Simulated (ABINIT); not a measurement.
# A GW chain in ABINIT: CsHO (Cmc2_1), part 3 of 3

Wanted: ground state, empty states, screening and self-energy for CsHO (Cmc2_1).

ABINIT 10.8.3; LDA and many-body steps on it, plane waves. Known limits of the many-body steps: not at the basis limit; no spin-orbit coupling; coarse k mesh.

So far. Step 3 (Bands along the symmetry lines): The gap is 3.596 eV, as in the run before at this level. Step 4 (Empty states on the mesh, 2×2×2 mesh, 214 bands): On this mesh the gap is 3.596 eV.

## (5) Screening, 2×2×2 mesh, 196 bands, screening to 176.9 eV

The RPA dielectric matrix is built and inverted for each q.

This step: RPA screening on LDA, plane waves, norm-conserving pseudopotentials.

File run.abi:

```
acell 3*1.0 Angstrom
rprim 
  2.161143390000 -5.691334570000 0.000000000000
  2.161143390000 5.691334570000 0.000000000000
  0.000000000000 0.000000000000 4.504272810000
ntypat 3
znucl 55 1 8
natom 6
typat 1 1 2 2 3 3
xred 
  0.861628920000 0.138371080000 0.736689410000
  0.138371080000 0.861628920000 0.236689410000
  0.533012670000 0.466987330000 0.607602700000
  0.466987330000 0.533012670000 0.107602700000
  0.591659040000 0.408340960000 0.765422890000
  0.408340960000 0.591659040000 0.265422890000
pp_dirpath "pseudos"
pseudos "Cs.upf, H.upf, O.upf"
ecut 36
ngkpt 2 2 2
nshiftk 1
shiftk 0 0 0
kptopt 1
chksymbreak 0
istwfk *1
occopt 1
irdwfk 1
optdriver 3
nband 196
ecuteps 6.5
inclvkb 2
awtr 1
symchi 1
indata_prefix "in"
outdata_prefix "out"
tmpdata_prefix "tmp"
```

Run with:

```console
> OMP_NUM_THREADS=1 mpirun -n 4 abinit run.abi > log
```

Numbers of over 12 decimals in the logs are rounded to 6 here.

Log:

```text
.Version 10.8.3 of ABINIT. v10.8.2 released Aug 2026.

 Symmetries : space group Cm c 2_1 (# 36); Bravais oC (1-face-center ortho.)
[... echo of the input left out ...]
== DATASET  1 ==================================================================
-   mpi_nproc: 4, omp_nthreads: 1 (-1 if OMP is not activated)

--- !DatasetInfo
iteration_state: {dtset: 1, }
dimensions: {natom: 6, nkpt: 6, mband: 196, nsppol: 1, nspinor: 1, nspden: 1, mpw: 7742, }
cutoff_energies: {ecut:  36.0, pawecutdg:  -1.0, }
electrons: {nelect:   3.20000000E+01, charge:   0.00000000E+00, occopt:   1.00000000E+00, tsmear:   1.00000000E-02, }

 SCREENING: Calculation of the susceptibility and dielectric matrices

 Based on a program developped by R.W. Godby, V. Olevano, G. Onida, and L. Reining.
 Incorporated in ABINIT by V. Olevano, G.-M. Rignanese, and M. Torrent.
.Using double precision arithmetic ; gwpc =  8

[... cell and pseudopotentials left out ...]
--------------------------------------------------------------------------------

 ==== K-mesh for the wavefunctions ====
 Number of points in the irreducible wedge :     6
[... list of points left out ...]
 Together with  4 symmetry operations and time-reversal symmetry
 yields     8 points in the full Brillouin Zone.

 ==== Q-mesh for the screening function ====
 Number of points in the irreducible wedge :     6
[... list of points left out ...]
 Together with  4 symmetry operations and time-reversal symmetry
 yields     8 points in the full Brillouin Zone.

 setmesh: FFT mesh size selected  =    30x   30x   36
          total number of points  =        32400

 vcoul_init : cutoff-mode = AUXILIARY_FUNCTION
 q-points for optical limit:   1
     1)      0.000010    0.000020    0.000030

- screening: taking advantage of time-reversal symmetry
- Maximum band index for partially occupied states nbvw = 16
- Remaining bands to be divided among processors   nbcw = 180
- Number of bands treated by each node ~45

 Number of electrons calculated from density =   32.0000; Expected =   32.0000
 average of density, n =  0.042796
 r_s =    1.7735
 omega_plasma =   19.9552 [eV]

 calculating chi0 at frequencies [eV] :
  1    0.000000E+00    0.000000E+00
  2    0.000000E+00    1.995520E+01

--------------------------------------------------------------------------------
  q-point number  1        q = ( 0.000000, 0.000000, 0.000000) [r.l.u.]
--------------------------------------------------------------------------------
[... chi0 elements left out ...]
 For q-point:  0.000010 0.000020 0.000030
  dielectric constant =   3.0177
  dielectric constant without local fields =   3.4325

  Average fulfillment of the sum rule on Im[epsilon] for q-point    1 :     79.16  [%]
[... wings left out ...]
  q-point number  2        q = ( 0.500000, 0.000000, 0.000000) [r.l.u.]
--------------------------------------------------------------------------------
[... chi0 elements left out ...]
  Average fulfillment of the sum rule on Im[epsilon] for q-point    2 :     83.61  [%]

 [... 4 further q-points ...]
```

The job ended after 62 s (4 MPI ranks of Arm Neoverse V1, shared host; peak memory 1.5 GiB).

This step gave:

* ε∞ with local fields, on this mesh, along the program's q direction: 3.018
* the same without local fields: 3.433
* plasma frequency: 19.96 eV
* plane waves in the screening matrix: 589

Local fields lower ε∞ by 12 %. On a Γ-centred mesh this coarse the value itself is usually too large, while a short band sum pulls it down.

## (6) Self-energy, 2×2×2 mesh, 196 bands, screening to 176.9 eV

The self-energy is evaluated for the states that the input lists, and the levels follow from it, in one-shot runs by the linearised quasiparticle equation.

This step: G0W0 on LDA, plane waves, norm-conserving pseudopotentials.

run.abi, as its differences from that of step 5:

```diff
@@ -27,8 +27,15 @@
 irdwfk 1
-optdriver 3
+optdriver 4
 nband 196
+gwcalctyp 0
+ecutsigx 36
+symsigma 1
+nkptgw 1
+kptgw 
+  0.0000000000 0.0000000000 0.0000000000
+bdgw 
+  15 18
 ecuteps 6.5
-inclvkb 2
-awtr 1
-symchi 1
+irdscr 1
+ppmodel 1
 indata_prefix "in"
```

Log:

```text
.Version 10.8.3 of ABINIT. v10.8.2 released Aug 2026.

 Symmetries : space group Cm c 2_1 (# 36); Bravais oC (1-face-center ortho.)
[... echo of the input left out ...]
== DATASET  1 ==================================================================
-   mpi_nproc: 4, omp_nthreads: 1 (-1 if OMP is not activated)

--- !DatasetInfo
iteration_state: {dtset: 1, }
dimensions: {natom: 6, nkpt: 6, mband: 196, nsppol: 1, nspinor: 1, nspden: 1, mpw: 7742, }
cutoff_energies: {ecut:  36.0, pawecutdg:  -1.0, }
electrons: {nelect:   3.20000000E+01, charge:   0.00000000E+00, occopt:   1.00000000E+00, tsmear:   1.00000000E-02, }

 SIGMA: Calculation of the GW corrections

 Based on a program developped by R.W. Godby, V. Olevano, G. Onida, and L. Reining.
 Incorporated in ABINIT by V. Olevano, G.-M. Rignanese, and M. Torrent.
.Using double precision arithmetic ; gwpc =  8

[... cell and pseudopotentials left out ...]
--------------------------------------------------------------------------------

 ==== K-mesh for the wavefunctions ====
 Number of points in the irreducible wedge :     6
[... list of points left out ...]
 Together with  4 symmetry operations and time-reversal symmetry
 yields     8 points in the full Brillouin Zone.

 ==== Q-mesh for screening function ====
 Number of points in the irreducible wedge :     6
[... list of points left out ...]
 Together with  4 symmetry operations and time-reversal symmetry
 yields     8 points in the full Brillouin Zone.

 vcoul_init : cutoff-mode = AUXILIARY_FUNCTION
 q-points for optical limit:   1
     1)      0.000010    0.000020    0.000030
 setmesh: FFT mesh size selected  =    45x   45x   48
          total number of points  =        97200

 Number of electrons calculated from density =   32.0000; Expected =   32.0000
 average of density, n =  0.042796
 r_s =    1.7735
 omega_plasma =   19.9552 [eV]

 === KS Band Gaps ===
  >>>> For spin  1
   Minimum direct gap =   3.5964 [eV], located at k-point      :   0.0000  0.0000  0.0000
   Fundamental gap    =   3.5964 [eV], Top of valence bands at :   0.0000  0.0000  0.0000
                                       Bottom of conduction at :   0.0000  0.0000  0.0000
 SIGMA fundamental parameters:
 PLASMON POLE MODEL  1
 number of plane-waves for SigmaX                 7681
 number of plane-waves for SigmaC and W            589
 number of plane-waves for wavefunctions          7681
 number of bands                                   196
 number of independent spin polarizations            1
 number of spinorial components                      1
 number of k-points in IBZ                           6
 number of q-points in IBZ                           6
 number of symmetry operations                       4
 number of k-points in BZ                            8
 number of q-points in BZ                            8
 number of frequencies for dSigma/dE                 9
 frequency step for dSigma/dE [eV]                0.25
 number of omega for Sigma on real axis              0
 max omega for Sigma on real axis  [eV]           0.00
 zcut for avoiding poles [eV]                     0.10

 EPSILON^-1 parameters (SCR file):
 dimension of the eps^-1 matrix on file            589
 dimension of the eps^-1 matrix used               589
 number of plane-waves for wavefunctions          7681
 number of bands                                   196
 number of q-points in IBZ                           6
 number of frequencies                               2
 number of real frequencies                          1
 number of imag frequencies                          1

 matrix elements of self-energy operator (all in [eV])

 Perturbative Calculation

--- !SelfEnergy_ee
iteration_state: {dtset: 1, }
kpoint     : [   0.000,    0.000,    0.000, ]
spin       : 1
KS_gap     :    3.596
QP_gap     :    5.549
Delta_QP_KS:    1.952
data: !SigmaeeData |
     Band     E0 <VxcDFT>   SigX SigC(E0)      Z dSigC/dE  Sig(E)    E-E0       E
       15   2.081 -18.053 -23.101   4.171   0.769  -0.301 -18.727  -0.674   1.407
       16   2.223 -18.238 -23.524   4.368   0.766  -0.305 -18.942  -0.704   1.519
       17   5.819  -8.822  -4.160  -3.208   0.858  -0.165  -7.573   1.248   7.068
       18   6.251  -7.801  -3.308  -3.149   0.862  -0.161  -6.643   1.158   7.409

== END DATASET(S) ==============================================================
================================================================================

 -outvars: echo values of variables after computation  --------
           etotal      0.0000000000E+00
            nband         196
             nkpt           6
          spgroup          36
 [... the other variables as echoed above ...]

 Calculation completed.
```

Elapsed: 22 s, on 4 MPI ranks; peak memory 1.5 GiB.

This step gave:

```
G0W0 gap on the points computed              : 5.549 eV
starting gap on the mesh                     : 3.596 eV
k of the valence top                         : 0, 0, 0
k of the conduction bottom                   : 0, 0, 0
Z at the valence top                         : 0.766
Z at the conduction bottom                   : 0.858
least direct G0W0 gap on the computed points : 5.549 eV
```

The gap on the mesh goes from 3.60 eV to 5.55 eV, a correction of +1.95 eV.

Limits: finite bands, cutoff and mesh; no spin-orbit coupling; coarse k mesh. v1 is the top filled band, c1 the lowest empty one. The levels before and after the correction (eV, zero at the valence-band top of each column):

|  | conduction bottom | valence top |
| --- | --- | --- |
| Kohn-Sham | 3.60 | 0.00 |
| G0W0 | 5.55 | 0.00 |

|  | level | energy (eV) |
| --- | --- | --- |
| Kohn-Sham | Γ v2 | -0.142 |
| Kohn-Sham | Γ v1 | 0.000 |
| Kohn-Sham | Γ c1 | 3.596 |
| Kohn-Sham | Γ c2 | 4.028 |
| G0W0 | Γ v2 | -0.112 |
| G0W0 | Γ v1 | 0.000 |
| G0W0 | Γ c1 | 5.549 |
| G0W0 | Γ c2 | 5.890 |

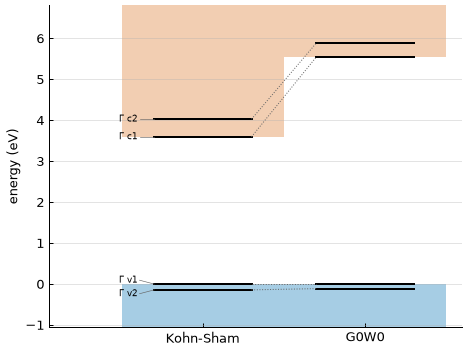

Levels before and after the correction. Shaded: valence and conduction bands.

## (7) Where the time went

Times are wall times on 4 MPI ranks of Arm Neoverse V1, shared host, good to a factor of about two.

| step | time | share | memory (GiB) |
| --- | --- | --- | --- |
| ground state | 82 s | 20 % | 0.51 |
| bands along the symmetry lines | 91 s | 23 % | 0.56 |
| empty states on the mesh | 2.5 min | 36 % | 0.52 |
| screening | 62 s | 15 % | 1.5 |
| self-energy | 22 s | 6 % | 1.5 |

## (8) What came out

| Property | Result |
| --- | --- |
| LDA gap | 3.60 eV, direct |
| G0W0 gap on the mesh | 5.55 eV |
| GW settings | 2×2×2 mesh, 196 bands, screening to 176.9 eV, Godby-Needs plasmon pole |
| known limits | not at the basis limit; no spin-orbit coupling; coarse k mesh |

**Reading.** G0W0 moves the gap on the mesh from 3.60 eV to 5.55 eV (+1.95 eV), with Z of 0.77 and 0.86 at the edges. Local fields lower the RPA ε∞ on this mesh from 3.43 to 3.02; a Γ-centred mesh this coarse tends to raise both, most where the direct gap is narrow, while a short band sum lowers them. Only 1 of the mesh's irreducible points was corrected, so a valley elsewhere could overtake. The dearest step here is «empty states on the mesh». Bands and cutoff are finite, so the gap is not at the basis limit. The miss can reach some tenths of an eV and take either sign; the mesh is an error of its own. In the G0W0 run levels were corrected at 1 k point alone, so a gap called «on the mesh» is the least over those, and an edge elsewhere would be missed. The 2×2×2 mesh is coarse for this cell, which bears on the long-range parts of exchange and screening. The many-body steps are scalar-relativistic: spin-orbit coupling is not in them.

[Paths, hosts, dates, memory and timing lines, banners, echoed tables and standing remarks are left out of the program output.]

[Logs are printed without paths, hosts, clocks, repeated set-up lines and the standing remarks that a program may print on its own settings, such as how far it seeks lower states.]

[Runs of the session that timed out or met a known fault of the program may be left out.]

[Hosts, paths, dates, database ids (printed as entryN), source tags and the programs' standing remarks are cut or masked in the printed files.]

[G0W0 gaps are taken among the corrected bands and points alone; a level outside them can change the order at an edge.]

[Where Ansatz stands beside ABINIT at settings called matched, ABINIT's density can come from a denser mesh and the files from another edition; pairs whose starting gaps differed by over 0.03 eV were left out, so agreement reads better than it is.]
